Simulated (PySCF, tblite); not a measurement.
# C2H8O2Si3: geometry, infrared bands and NMR shifts

What infrared bands and NMR shifts should C2H8O2Si3 (`C#C[SiH2]O[SiH2]O[SiH3]`) show?

Programs: tblite 0.8.0 and PySCF 2.14.0, with density-fitted response routines of our own. Each step states its level of theory. These are calculated values for one molecule in the gas phase, unless marked as measured. Atoms are numbered from 0 throughout.

### Step 1. Starting geometry

15 atoms, charge 0, multiplicity 1; geometry from: force field or distance geometry start.

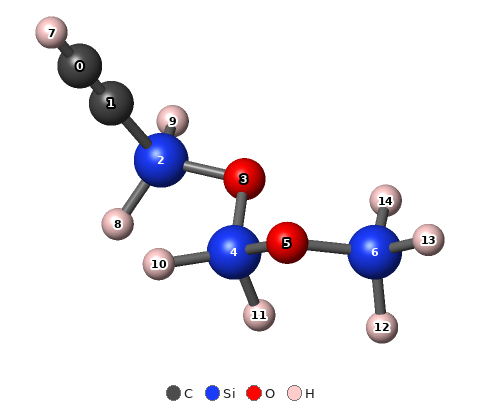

The starting geometry (carbon dark grey, silicon blue, oxygen red, hydrogen pink), atoms numbered.

### Step 2. Relaxing the molecule with GFN2-xTB

Job settings and geometry (Å):

```
{"job": {"kind": "relax", "xc": "GFN2-xTB", "basis": "xTB"}, "charge": 0, "multiplicity": 1}
C     -3.580900     0.733900     0.867600
C     -2.824800     0.372800     0.000300
Si    -1.639200    -0.161600    -1.284000
O     -0.065000     0.379700    -0.880300
Si     0.604800    -0.796600     0.198000
O      1.526500    -0.025300     1.422800
Si     2.925400     0.605900     0.637700
H     -4.256600     1.058500     1.646600
H     -1.743200    -1.610600    -1.392400
H     -1.994500     0.464400    -2.591800
H     -0.421000    -1.664600     0.781600
H      1.506700    -1.625300    -0.631700
H      3.704300    -0.560800     0.169300
H      3.787600     1.398400     1.528700
H      2.465500     1.439100    -0.494400
```

Run with:

```bash
$ OMP_NUM_THREADS=1 python probes_run.py task.json out
```

The driver reads the jobs from task.json and runs them one after another.

**Question.** This job is followed by: GFN2-xTB harmonic vibrations, gas phase; GIAO PBE0/pcSseg-1 NMR shielding, non-relativistic, gas phase. What will the session give for the following? strongest single infrared mode (GFN2-xTB); zero-point energy (GFN2-xTB); ¹³C shifts against TMS (PBE0/pcSseg-1); ¹H shifts against TMS (PBE0/pcSseg-1, means over atoms taken as alike); ²⁹Si shifts against TMS (PBE0/pcSseg-1); ¹⁷O shifts against H2O (PBE0/pcSseg-1).

The runs gave:

| quantity | value |
| --- | --- |
| strongest single infrared mode (GFN2-xTB) | 1068 cm⁻¹, 652 km/mol |
| zero-point energy (GFN2-xTB) | 53.0 kcal/mol |
| ¹³C shifts against TMS (PBE0/pcSseg-1) | 103.1, 88.8 ppm |
| ¹H shifts against TMS (PBE0/pcSseg-1, means over atoms taken as alike) | 5.30, 5.24, 4.96, 2.06 ppm |
| ²⁹Si shifts against TMS (PBE0/pcSseg-1) | -43.4, -45.3, -55.9 ppm |
| ¹⁷O shifts against H2O (PBE0/pcSseg-1) | 63.3, 41.9 ppm |

In words: Over 184 steps the energy fell by 1.511 eV; of the close pairs, O3–Si4 changed most, 1.731 to 1.615 Å. The lowest mode is slightly imaginary (9i cm⁻¹), a soft motion within the noise of the Hessian, so the minimum is not strictly shown. The strongest single mode, at 1068 cm⁻¹, moves mainly O3. GFN2-xTB is a fitted tight-binding method: band positions and strengths are rough. Its intensities can rank the bands wrongly. At PBE0/pcSseg-1: The widest tensor belongs to C1: span 290 ppm, with a paramagnetic part of -163 ppm.
